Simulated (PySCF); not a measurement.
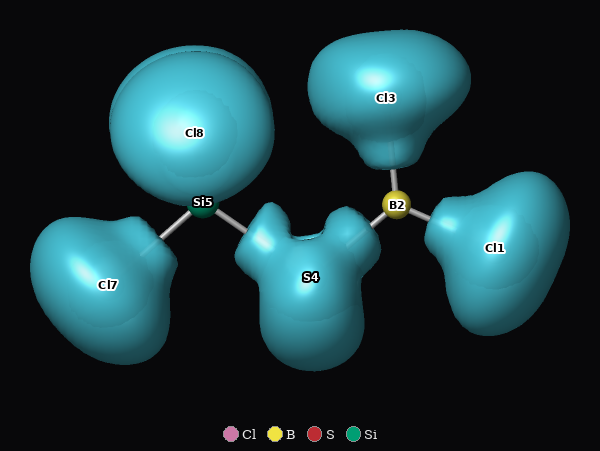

Figure. BCl5SSi. Isosurface of the electron localisation function at 0.75 (cyan), seen across its widest extent. Only the valence region is drawn (cores and ρ < 0.01 e/Å³ removed).

Geometry: PBE0-D3(BJ)/def2-SVP.

These are results of PBE0/pcSseg-1, SCF density, gas phase, non-relativistic (PySCF 2.14.0), not measurements.

```xyz
8

Cl    3.4945   -0.8539   -0.3904
B     1.9209   -0.1416   -0.1369
Cl    1.8074    1.4979    0.4516
S     0.5031   -1.1973   -0.5146
Si   -1.2159   -0.0047   -0.0691
Cl   -1.3357    1.6589   -1.2403
Cl   -2.7880   -1.2327   -0.4930
Cl   -1.3028    0.5331    1.8955
```

**Describe the localisation domains.**

At this value the surface marks out five regions on Cl in which the atom's valence shell and bonds are merged and one region on S in which the atom's valence shell and bonds are merged.

Values along the shortest contacts:
B–Cl (1.75 Å): the ELF peaks at about 0.90 between the atoms (a shared but strongly polarised pair). B–S (1.81 Å): the ELF peaks at about 0.95 between the atoms: localised, covalent bonding.
